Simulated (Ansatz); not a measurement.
# A computed series for GaSb: pressure series

Start from GaSb in the zinc blende structure (space group F-43m, No. 216; a = 6.1324 Å).

Cell and atoms are relaxed at each pressure.

Calculations: r2SCAN in Ansatz (plane waves to 500 eV, PAW, spin-orbit coupling left out).

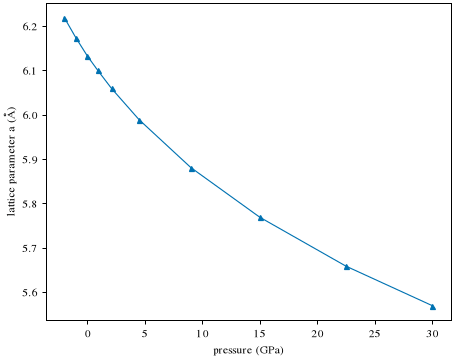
Fig. 1. Lattice parameter a against pressure

Question: From the plot, what is the lattice parameter a for pressure −1 GPa?

Answer: About 6.17 Å.

Question: Is the trend monotonic over the range shown?

Answer: Yes, it falls throughout, spanning 10.525 bohr to 11.752 bohr.

Load acts through the strain it causes; cell and atoms are relaxed under it. Stability against distortions was not tested. Tetrahedral semiconductors of this kind turn to denser phases somewhere between about 1 and 50 GPa; those were not computed, so compressed cells here can lie past the real transition.

Ansatz is a program for electronic structure.
